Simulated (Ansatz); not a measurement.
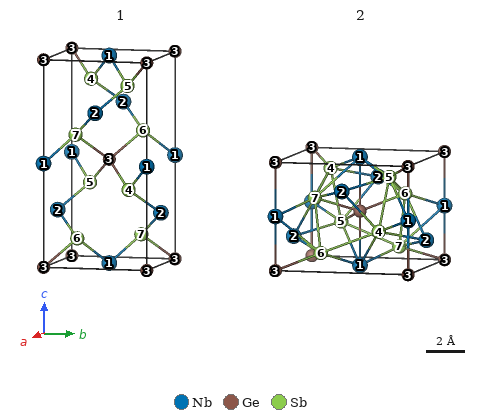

Two geometries of crystalline Nb$_{2}$GeSb$_{4}$ (built on the Al2ZnS4-82 type type), drawn at one scale. One is the start of a relaxation, the other its converged end. The picture is a ball-and-stick view of the conventional cell (2 times the calculation's cell), seen slightly off an axis. Lengths and directions refer to the drawn axes.

These are results of DFT, PBEsol, plane waves, PAW in Ansatz 0.2.0, not measurements. Set-up: plane-wave cutoff 420 eV; k-point mesh 6 × 6 × 6; occupations fermi dirac; smearing width 0.03 eV; no spin polarisation; cell and atoms relaxed; force threshold 0.01 eV/Å; at most 120 steps.

Which geometry has the lower energy?

Structure 2 is the relaxed one. The largest moves relative to the cell, 0.35 Å, are those of Sb4, Sb5, Sb6 and Sb7. Sb7 goes along [−3 −2 1]. Nb and Ge stay in place. The drawn cell changes as follows: a = b 5.741 → 7.381 Å (+28.6 %), c 11.207 → 5.845 Å (−47.8 %); the volume changes by −13.8 %. Some distances before and after: Nb1–Ge3 5.604 → 2.923 Å, Sb4–Sb5 5.605 → 2.995 Å, Nb2–Sb4 4.710 → 3.238 Å, Nb1–Sb4 4.650 → 3.354 Å. New bonds form, among them: Nb1–Ge3 (5.60 → 2.92 Å), Nb1–Sb4 (4.65 → 3.35 Å), Nb1–Sb5 (4.65 → 3.35 Å), Nb1–Sb6 (4.65 → 3.35 Å). Among the angles between lasting bonds that change: Sb4–Nb2–Sb5 112.5° → 156.0°, Sb4–Nb1–Sb5 107.6° → 144.8°, Sb4–Ge3–Sb5 110.5° → 144.7°. The space group stays I-4 (No. 82). The energy falls by 4.464 eV per cell of the calculation in 23 accepted moves (28 points after the start). The largest force component goes from 3 to 0.0017 eV/Å. The pressure goes from 21.79 to 0.00 GPa. The line search rejected the trial steps at points 13, 15, 24 of the run. At 2 points the geometry stayed and the basis and grid were re-selected for the new cell (energy shift of 0.251 eV per cell of the calculation at most each time).
